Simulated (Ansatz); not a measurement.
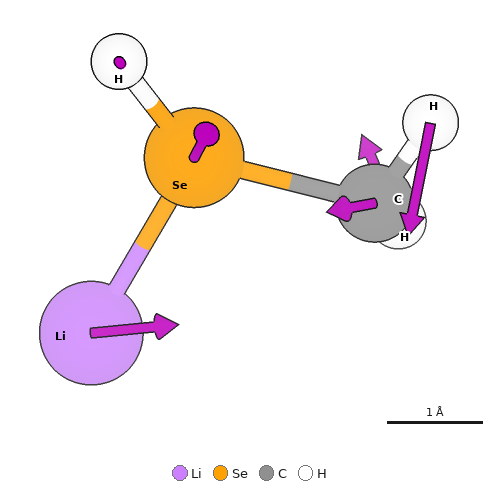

This is a relaxation of CH3LiSe. The starting structure is drawn; purple arrows show the displacements, at their true length. The two geometries are superimposed by the best rigid fit.

The picture is a ball-and-stick view, seen at a tilt.

It is one of the separated reactants of a reaction.

Computed with Ansatz, RKS PBE-D4/def2-SVP.

Input
```yaml
crystal:
  periodic: [false, false, false]
  atoms:
    - {symbol: Li, position_ang: [-0.915324, -2.309367, 0.993943]}
    - {symbol: Se, position_ang: [-1.315120, -0.521449, -0.346637]}
    - {symbol: C, position_ang: [0.331565, 0.546920, -0.176265]}
    - {symbol: H, position_ang: [1.198021, -0.010932, -0.528556]}
    - {symbol: H, position_ang: [0.211433, 1.433634, -0.796921]}
    - {symbol: H, position_ang: [-2.736127, -0.269447, -0.790860]}
basis:
  gaussian: {orbitals: def2-SVP}
hamiltonian: {xc: pbe, dispersion: d4}
relax: {f_tol: 0.03, max_steps: 250}
```

Launched with:
```bash
ansatz run in.yaml --threads 2 --pin off --events-out ev --progress --plain --max-ram 4352MiB
```

**What did the optimiser do to the structure, and how much energy did it gain?**

The largest move after the best rigid fit is that of H5, 1.23 Å. By element the largest moves are H 1.23 Å, Li 0.99 Å, Se 0.94 Å, C 0.62 Å. Among the contacts that change: Li1–C3 3.329 → 1.938 Å, Li1–Se2 2.270 → 2.484 Å, Se2–C3 1.970 → 2.053 Å, C3–H5 1.089 → 1.118 Å. New bonds form, among them: Li1–C3 (3.33 → 1.94 Å). Bond angles that change, for instance: Li1–Se2–C3 103.2° → 49.5°, C3–Se2–H6 136.2° → 96.3°, Li1–Se2–H6 118.1° → 85.9°. The energy falls by 2.515 eV in 21 accepted moves (23 points after the start). Largest force component: 1.3 eV/Å at the start, 0.017 eV/Å at the end. The line search rejected the trial steps at points 15, 20 of the run. The run took 15 s on 2 threads of Intel Xeon 6975P-C, on a shared host.
